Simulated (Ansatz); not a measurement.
Start from TlSbO₃ in the cubic perovskite structure (space group Pm-3m, No. 221; a = 4.050 Å; a hypothetical phase, not in the database extracts checked). Axes: x, y, z lie along the cube axes.

Structures relaxed with r2SCAN (Ansatz, a quantum-chemistry and plane-wave program), no spin-orbit coupling.

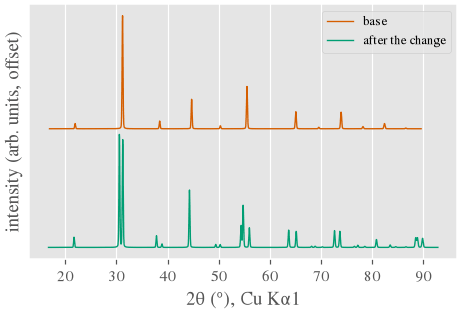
Figure. Simulated powder patterns before (top) and after one change

Task: Which change produced these results?
(A) uniaxial strain ε_xx = −1.32 %
(B) biaxial strain +3.46 %, plane normal [111], relaxed out of plane
(C) biaxial strain −2.92 %, plane normal [001], relaxed out of plane
(D) biaxial strain +1.95 %, plane normal [111], relaxed out of plane

Result: D, biaxial strain +1.95 %, plane normal [111], relaxed out of plane. Its volume per atom is 13.66 Å³ against 13.29 Å³, and its space group is R-3m (No. 166).

Whether these cells are dynamically stable was not tested. All final runs are without spin polarisation. Many cubic perovskites are stable only at high temperature; tilts and polar distortions were not tested.
